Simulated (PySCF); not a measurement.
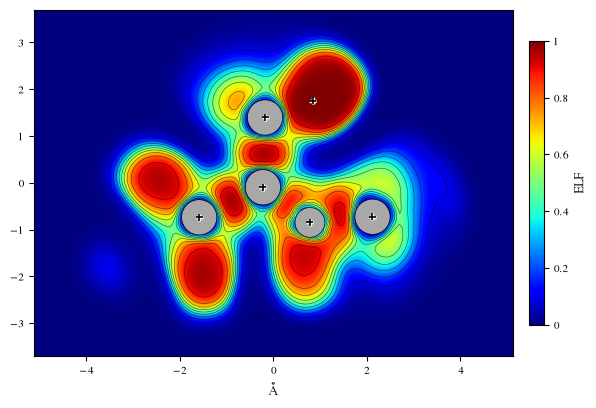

The ELF on a plane through atoms (crosses mark nuclei in the plane; grey discs cover the cores).

These are results of PBE0/pcSseg-1, SCF density, gas phase, non-relativistic (PySCF 2.14.0), not measurements.

Candidates:
A. C₅H₇F₂NO (SMILES C/C(CC(F)F)=N\C=O)
B. C₅H₃F₃O (SMILES O=C(C1C=C1)C(F)(F)F)
C. H₁₀O₃Si₄ (SMILES [SiH3]O[SiH](O[SiH3])O[SiH3])

Which candidate gave the map?

Answer. Candidate A: C₅H₇F₂NO on the plane of atoms C3, C2 and N7, which holds C, N and H. C–N (1.25 Å): the ELF peaks at about 0.90 between the atoms: a short, multiple covalent bond. C–C (1.49 Å): the ELF peaks at about 0.95 between the atoms; a covalent bond.
